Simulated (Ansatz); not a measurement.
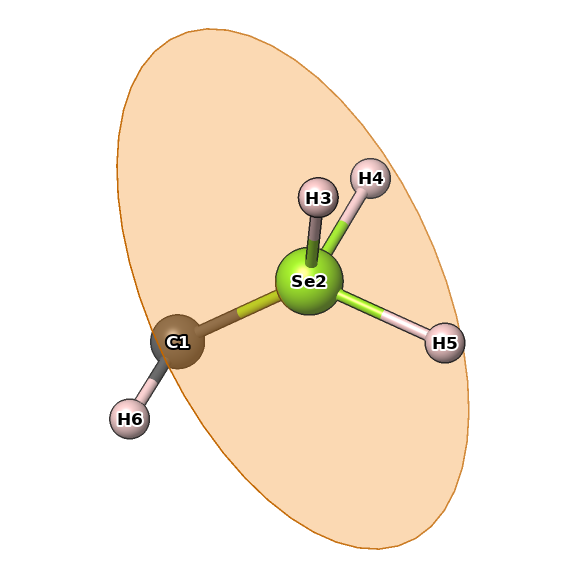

A disc through the centre of mass is drawn in. Atoms fade into the background with distance from the viewer. The geometry was computed by an optimisation with PBE0-D4/def2-TZVP. No frequency run is at hand to confirm it as a minimum.

Question: Is the plane of the disc a mirror plane of the structure?

Answer: No. The point group is Cs, with 1 mirror plane, and this plane isn't one of its mirror planes.
